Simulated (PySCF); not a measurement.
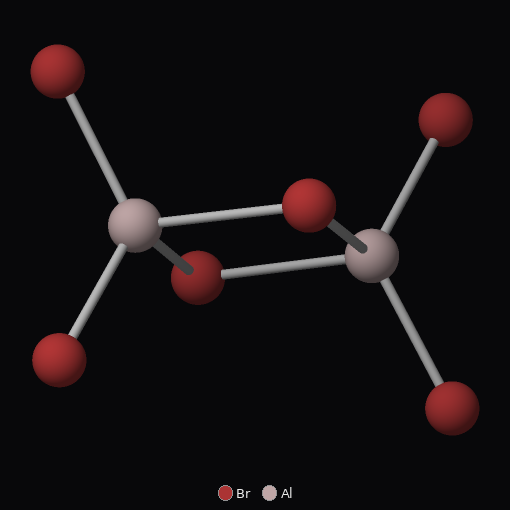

The computed structure is the end point of a PBE0-D3(BJ)/def2-SVP optimisation. No frequency run is at hand to confirm it as a minimum.

Give the structural formula.

SMILES: [Br][Al-]1([Br])[Br+][Al-]([Br])([Br])[Br+]1

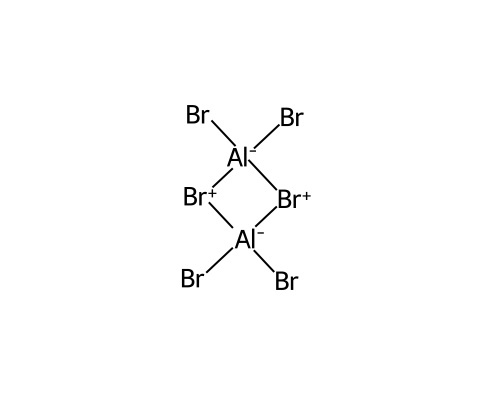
